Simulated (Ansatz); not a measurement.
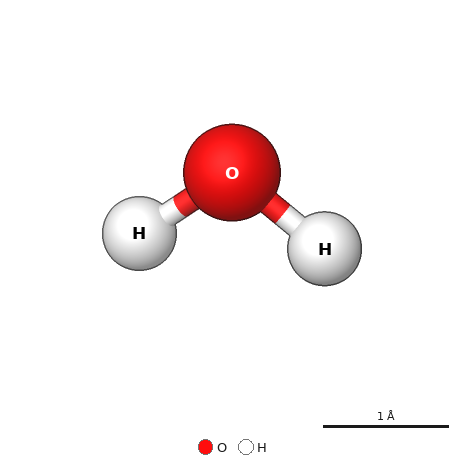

A ball-and-stick model of a molecule. Every bond is drawn as one stick, whatever its order.

Computed geometry: PBE0-D4/def2-TZVP optimisation.

What is the molecular formula?

H2O, 3 atoms: 2 hydrogen and 1 oxygen.

How many bonds of each kind are drawn?

2 O–H. Sticks follow a distance rule.

Give the symmetry (Schoenflies symbol).

C2v.

The parts below concern this one geometry. Atoms keep their numbers from picture to picture.

## Thermal motion

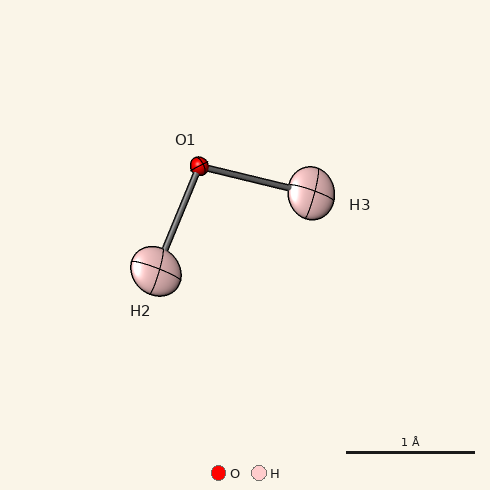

Displacement ellipsoids at the 50 % level, enlarged 2 times, from the internal vibrations of the free molecule (harmonic, no overall translation or rotation; no half-axis is drawn under 0.075 Å). Vibrations computed with RKS PBE0-D4/def2-TZVP (Ansatz 0.2.0). Temperature: 400 K.

Which atom has the largest mean-square displacement?

H2, H3, with U_eq = 0.0029 Å².

Give the displacement parameters, one line for each set of equivalent atoms.

```tsv
atom	U_eq (Å²)	rms amplitudes (Å)
O1	0.00003	0.000, 0.004, 0.008
H2, H3	0.0029	0.000, 0.063, 0.069
```

## Electronic properties

Level of theory: RKS PBE0-D4/def2-TZVP (Ansatz 0.2.0).

Predict the main results.

- dipole moment: 2.07 D
- harmonic zero-point energy: 56.4 kJ/mol

## Charges

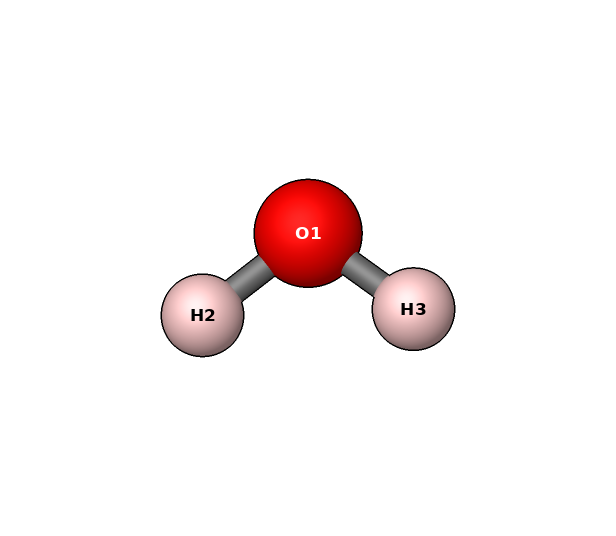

The questions are on Mulliken charges. Properties computed with RKS PBE0-D4/def2-TZVP (Ansatz 0.2.0).

Give the Mulliken charges atom by atom.

```tsv
atom	value (e)
O1	−0.65
H2	0.32
H3	0.32
```

Mulliken values depend strongly on the basis set and can even reverse the polarity of a bond.
